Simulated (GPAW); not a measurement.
Consider KTaO3 (Pm-3m).

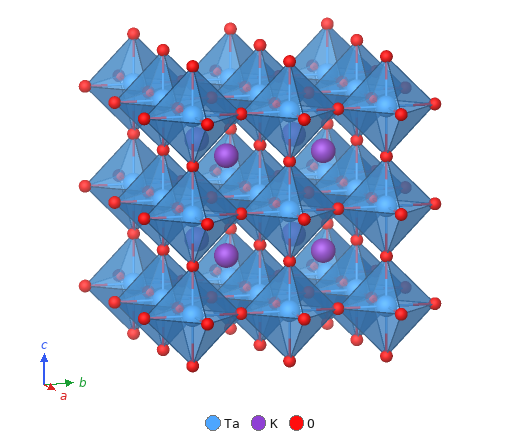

The structure (tantalum blue, potassium purple, oxygen red). 2×2×2 cells are drawn. Some periodic images of atoms are drawn too.

```xyz
5
Lattice="3.9883 0.0000 0.0000 0.0000 3.9883 0.0000 0.0000 0.0000 3.9883" Properties=species:S:1:pos:R:3 pbc="T T T"
Ta    0.0000    0.0000    0.0000
K     1.9942    1.9942    1.9942
O     0.0000    0.0000    1.9942
O     0.0000    1.9942    0.0000
O     1.9942    0.0000    0.0000
```

Absorber: atom 3, with 2 Ta at 1.99 Å (linear, site symmetry 4/mmm). Method: GPAW, revPBE, full core hole (charged cell), 10-atom cell with 5.6 Å between holes, 6×6×6 k points, dipole transitions, Gaussian full width 0.9 eV up to 4 eV, rising linearly to 3.5 eV at 25 eV, without spin-orbit coupling.

Q: Predict the near-edge structure at the O K edge.

Main maxima up to 24 eV above the zero (height): 2.1 eV (1.60), 8.1 eV (2.69), 12.9 eV (1.38) and 21.1 eV (1.16). A K edge sees empty p states; the first features are O p mixed into the empty d states of the Ta neighbours, and the broad ones above probably into the cations' higher empty bands. The total-energy difference plus the lowest empty eigenvalue puts the zero at 538.31 eV. One term is added: -8.91 eV, since the hole is spin-paired here and a spin-polarised one costs that much less in the free atom (computed apart). The photon energy is then 529.40 eV. The functional and the charged cell's background leave an error of a few eV in such absolute values.

The O K spectrum (energy from the lowest empty level; intensity scaled to a mean of 1 over the first 20 eV):

```
E (eV)  intensity
  -2.0       0.00
  -0.5       0.00
   1.0       0.48
   2.5       1.30
   4.0       0.37
   5.5       0.82
   7.0       1.73
   8.5       2.56
  10.0       0.97
  11.5       1.07
  13.0       1.38
  14.5       0.91
  16.0       0.39
  17.5       0.36
  19.0       0.69
  20.5       1.10
  22.0       1.03
  23.5       0.56
  25.0       0.32
  26.5       0.37
  28.0       0.64
  29.5       0.95
  31.0       1.17
```

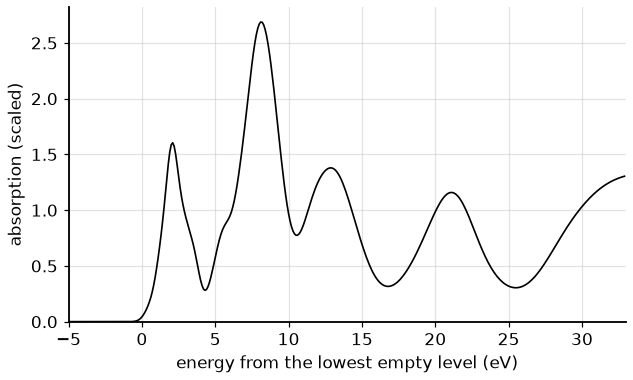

The O K edge.

The holes are only 5.6 Å apart, so the shape is probably not converged with cell size; no larger cell was run here. The mesh is coarse (0.26 Å⁻¹ between points), so small maxima may be mesh ripples. The structure is a published determination, not relaxed.

[Banner, clock and machine lines of the logs are left out without a mark of their own.]

[Logs are printed without paths, hosts, clocks, repeated set-up lines and the standing remarks that a program may print on its own settings, such as how far it seeks lower states.]

[Hosts, paths, dates, database ids (printed as entryN), source tags and the programs' standing remarks are cut or masked in the printed files.]

[Lists of maxima count a maximum above −3 eV only where it reaches 4 % of the highest in the window and stands out from its surroundings by 2 % of it (1.5 % where it reaches 55 %); shoulders and weaker maxima are passed over, and of the rest the first, up to two pre-edge ones and the few strongest are named.]
